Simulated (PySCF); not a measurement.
**Run report: CuHOH, frequency calculation**

The run: frequency calculation of CuHOH, multiplicity 2. Method and program: UKS-based PBE0, Cu def2-TZVP, H def2-TZVP, O def2-TZVP; non-relativistic Hamiltonian; density fitting (PySCF 2.14.0).

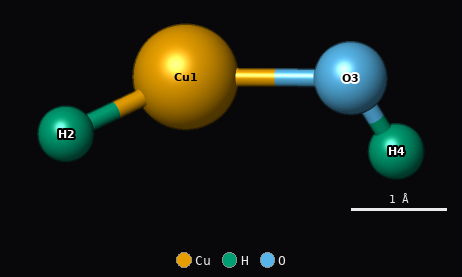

Fig. 1: The structure as given in the input (ball-and-stick view, seen on its broad side; atoms are numbered from 1 in the order of the input). Sticks mark near contacts. Bond lengths as drawn: Cu–H 1.50 Å, Cu–O 1.77 Å and H–O 0.96 Å.

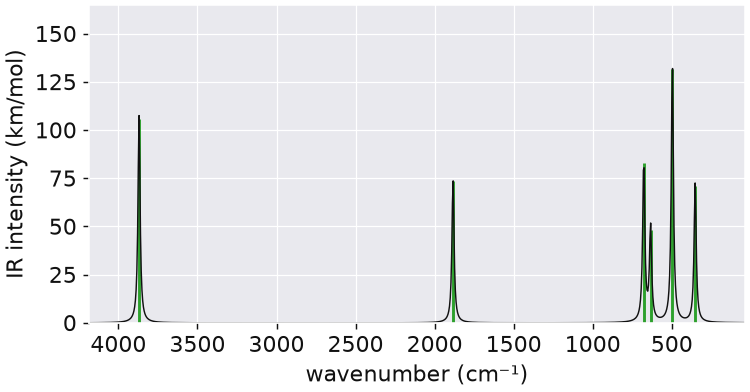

Fig. 2: Harmonic infrared spectrum, unscaled: sticks (degenerate modes added up, dark ones marked on the axis) with a Lorentzian envelope of 16 cm⁻¹ full width, scaled to the tallest stick. 6 modes from 353 to 3870 cm⁻¹, none imaginary. The strongest line is at 497 cm⁻¹ (132 km/mol). All modes, in cm⁻¹ (km/mol): 353 (71), 497 (132), 635 (48), 677 (83), 1884 (73), 3870 (106).

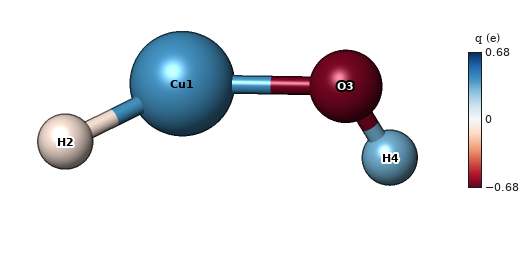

Fig. 3: Mulliken charges, as the colour of each atom (ball-and-stick view, seen on its broad side; atoms are numbered from 1 in the order of the input). By element: Cu +0.41, H −0.09 to +0.33 and O −0.65 e.

The input and output of the run follow.

Input file:
```python
from pyscf import gto, scf, dft
mol = gto.M(atom='''
Cu    -0.009528    -0.091779     0.350300
H      0.154540     0.598672     1.666656
O     -0.019662     0.297090    -1.375255
H      0.844468     0.416191    -1.780292''',
    basis={'Cu': 'def2-TZVP', 'H': 'def2-TZVP', 'O': 'def2-TZVP'},
    charge=0, spin=1)
mf = dft.UKS(mol, xc='PBE0')
mf.grids.atom_grid = (75, 302)
aux = {'Cu': 'def2-universal-JKFIT', 'H': 'def2-universal-JKFIT', 'O': 'def2-universal-JKFIT'}
mf = mf.density_fit(auxbasis=aux)
mf.conv_tol = 1e-09
mf.diis_space = 10
mf.max_cycle = 60
mf.verbose = 4
mf.kernel()
```

The script is an equivalent of the set-up of the self-consistent field. The run itself was carried out by a driver, which started from the orbitals of the step before it where there was one and computed the further properties.

Launch command:
```bash
OMP_NUM_THREADS=4 python axn.py task.json out
```

The program's output:
```
init E= -1716.60393997241
  alpha nocc = 20  HOMO = -0.299118522398818  LUMO = -0.0152157455640562
  beta  nocc = 19  HOMO = -0.302355146116511  LUMO = -0.152695484780871
  HOMO = -0.299118522399  LUMO = -0.152695484781  gap/eV = 3.98437
cycle= 1 E= -1716.60393997241  delta_E= 2.73e-12  |g|= 5.03e-06  |ddm|= 4.96e-06
  alpha nocc = 20  HOMO = -0.299118998223788  LUMO = -0.0152161118363807
  beta  nocc = 19  HOMO = -0.30235653573157  LUMO = -0.152696696782165
  HOMO = -0.299118998224  LUMO = -0.152696696782  gap/eV = 3.98435
Extra cycle  E= -1716.60393997239  delta_E= 1.66e-11  |g|= 1.05e-05  |ddm|= 7.52e-06
converged SCF energy = -1716.60393997239  <S^2> = 0.75630392  2S+1 = 2.006294
```

Results in brief:

| quantity | value |
| --- | --- |
| outcome | converged |
| total energy | −1716.603940 hartree |
| ⟨S²⟩ | 0.756 |
| zero-point energy | 0.018031 hartree |
| dipole moment | 1.79 D |
| wavenumbers, lowest and highest | 353 and 3870 cm⁻¹ |
| hardware | 4 threads of Arm Neoverse V2, 24 GiB of memory available, shared host |
| wall time | 48 s (CPU time 2.5 min) |
| peak memory | 1 GiB |
